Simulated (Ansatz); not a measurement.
**SiPH₃ (quintet): from Hartree-Fock to the top rungs, cc-pVTZ**

How much of the correlation energy of SiPH₃ (quintet) does each wave-function method recover here?

Method: cc-pVTZ, core rule «outside noble gas», up to 10 orbitals frozen; program: Ansatz 0.2.0, Gaussian basis.

To be run: UHF; CCSD(T) on ROHF; CCSD(T) on UHF; BCCD(T) on ROHF; CCSDT(Q) on ROHF; CCSDT(Q) on UHF; CASSCF and NEVPT2, 12 electrons in 11 orbitals.

9 further runs of the same task are left out: 3 for a known fault of the program, 6 set aside as unsound or not needed.

**1. The geometry**

The geometry is a PBE0/def2-TZVP stationary point (not a proven minimum) of the parent state, kept for this charge and spin.

5 atoms, charge 0, spin multiplicity 5.

Atoms are counted from 1 here; the program's logs count them from 0.

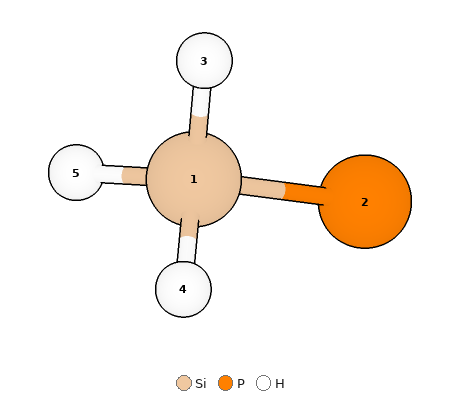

The structure; silicon light orange, phosphorus orange, hydrogen white; atoms are numbered from 1 in the order of the file.

As a file:

```xyz
5

Si   -1.0950   -0.0080    0.0023
P     1.1500    0.0085   -0.0025
H    -1.6191    1.3853    0.0058
H    -1.6011   -0.7124    1.2123
H    -1.6063   -0.7084   -1.2077
```

**2. UHF**

Contents of in.yaml:

```yaml
crystal:
  periodic: [false, false, false]
  atoms:
    - {symbol: Si, position_ang: [-1.095022, -0.008048, 0.002339]}
    - {symbol: P, position_ang: [1.149978, 0.008452, -0.002457]}
    - {symbol: H, position_ang: [-1.619119, 1.385319, 0.005761]}
    - {symbol: H, position_ang: [-1.601124, -0.712390, 1.212266]}
    - {symbol: H, position_ang: [-1.606323, -0.708402, -1.207717]}
basis:
  gaussian: {orbitals: cc-pVTZ}
magnetization: {spin_polarized: true, initial_magnetization: 4}
hamiltonian: {xc: hf}
output: {orbitals: {seedname: orbitals}}
```

Launch:

```console
$ ansatz run in.yaml --threads 1 --pin off --events-out ev --progress --plain --max-ram 4096MiB --backend cpu
```

Further steps of the session: CCSD(T) on ROHF; CCSD(T) on UHF; BCCD(T) on ROHF; CCSDT(Q) on ROHF; CCSDT(Q) on UHF; CASSCF and NEVPT2, 12 electrons in 11 orbitals.

Q: Predict the results of all the runs planned. Wanted: UCCSDT(Q) from the RHF energy; RMP2 from UCCSDT(Q); UMP2 from UCCSDT(Q); RCCSD from UCCSDT(Q); RCCSD(T) from UCCSDT(Q); UCCSD(T) from UCCSDT(Q); RCCSDT(Q) from UCCSDT(Q); NEVPT2 valence from UCCSDT(Q); T1 diagnostic.

**Answer**, as computed:

| quantity | value |
| --- | --- |
| UCCSDT(Q) from the ROHF energy | -7.6091 eV |
| RMP2 from UCCSDT(Q) | +34.49 kcal/mol |
| UMP2 from UCCSDT(Q) | +34.94 kcal/mol |
| RCCSD from UCCSDT(Q) | +8.45 kcal/mol |
| RCCSD(T) from UCCSDT(Q) | +1.58 kcal/mol |
| UCCSD(T) from UCCSDT(Q) | +1.53 kcal/mol |
| RCCSDT(Q) from UCCSDT(Q) | +0.08 kcal/mol |
| NEVPT2 valence from UCCSDT(Q) | +37.70 kcal/mol |
| levels within 1 kcal/mol (43 meV) | RCCSDT, UCCSDT, RCCSDT(Q) |
| T1 diagnostic | 0.033 |
| effectively unpaired electrons | 4.01 |

What this shows: RCCSD(T) lands +1.58 kcal/mol from the yardstick (0.9 % of the correlation energy). One determinant dominates. These misses are within one basis, not against nature; the frozen cores of restricted and unrestricted runs differ, which can shift their rows.
